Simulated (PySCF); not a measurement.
## A study: F4GeK, charge +1, SMILES `[K+].F[Ge](F)(F)F`

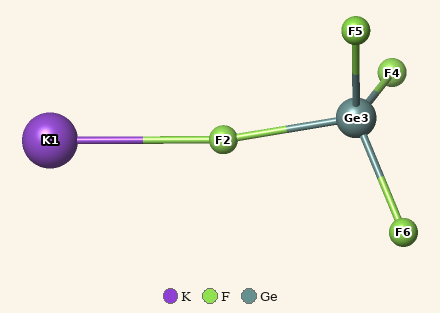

The molecule, with its atoms numbered as below.

Geometry (Å), atoms numbered from 1:

```
K1      -3.0773   -0.0153   -0.0049
F2      -0.8072   -0.1517   -0.0530
Ge3      0.9463    0.0052    0.0016
F4       1.2364    1.1292   -1.1882
F5       1.1920    0.5634    1.5480
F6       1.5108   -1.5271   -0.3021
```

Part 1: Bonding charge

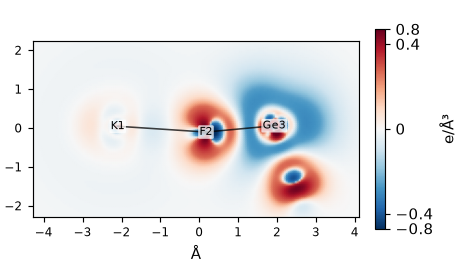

Deformation density (molecule less spherical, spin-averaged free atoms) in the plane of K1, F2 and Ge3; colour scale in e/Å³, logarithmic beyond ±0.1; red: gain, blue: loss.

Method: PBE0/def2-SVP; geometry: an unrelaxed start of a pair search; program: PySCF.

Question: Describe the bonding that the map shows.

Answer: K1–F2: −0.01 e/Å³ at the bond critical point (bond length 2.27 Å, Mayer order 0.2). F2–Ge3: −0.04 e/Å³ at the bond critical point (bond length 1.76 Å, Mayer order 0.7); up to 0.6 Å beside the axis the gain reaches +0.11 e/Å³. In all, 1.1 electrons gather in the regions of gain relative to the promolecule of neutral atoms (the regions of loss give up this much and the cation's charge besides). A small or negative value marks a very polar bond, one between electron-rich atoms, whose free-atom densities already overlap strongly, a long bond to a heavier atom, or a closed-shell contact such as a hydrogen bond.

Question: Where do the Hirshfeld charges lie?

Answer: The highest Hirshfeld charge is on K1 (+0.85 e), the lowest on F2 (−0.22 e).

Part 2: Bond critical points

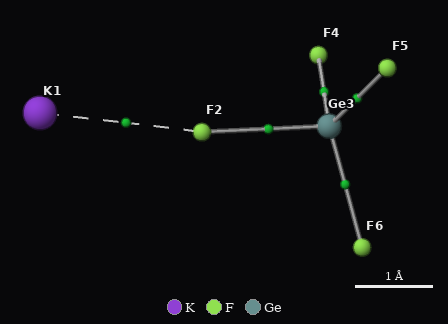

Molecular graph of the electron density (QTAIM): bond paths, bond critical points (green), ring points (magenta, if any); weak paths are dashed.

Question: How many critical points of each kind are there, and does the count close?

Answer: 6 nuclei, 5 bond, 0 ring and 0 cage critical points: 6 − 5 + 0 − 0 = 1, as the Poincaré–Hopf relation requires.

Question: What does the calculation give at each kind of bond critical point?

Answer:
```csv
bond,length (Å),ρ (a.u.),∇²ρ (a.u.),ε,H (a.u.)
Ge3–F6,1.661,0.162,+1.16,0.00,−0.028
Ge3–F4,1.662,0.162,+1.16,0.00,−0.028
Ge3–F5,1.662,0.162,+1.16,0.00,−0.028
F2–Ge3,1.761,0.123,+0.74,0.00,−0.019
K1–F2,2.275,0.038,+0.24,0.00,+0.006
```

Question: What kind of interaction is F2–Ge3?

Answer: Polar or intermediate (positive Laplacian, negative energy density H): ρ = 0.123, ∇²ρ = +0.74, H = −0.019 a.u.

Question: Are there bond paths between atoms that aren't covalently bonded?

Answer: Yes: K1–F2 (2.27 Å, ρ = 0.038).

Part 3: Local ionisation energy

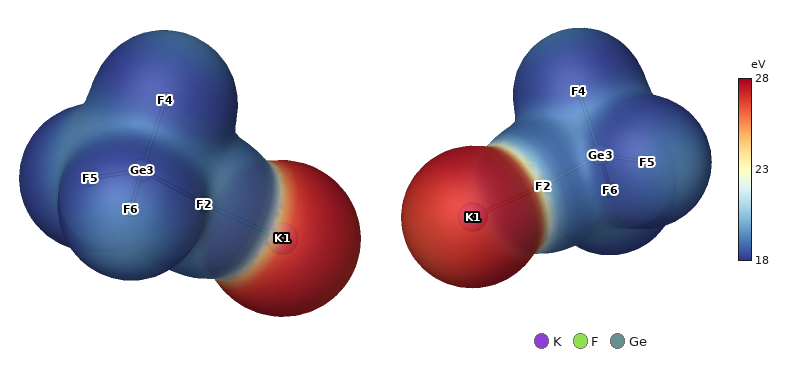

Average local ionisation energy on the surface of electron density 0.001 a.u. (back view left, front view right).

Question: Locate the minima of the map.

Answer: The lowest value is 18.2 eV, 1.6 Å from F5, and at like points elsewhere. For comparison, the highest occupied orbital lies at −16.4 eV.

Question: What volume does the surface enclose?

Answer: About 93 Å³.
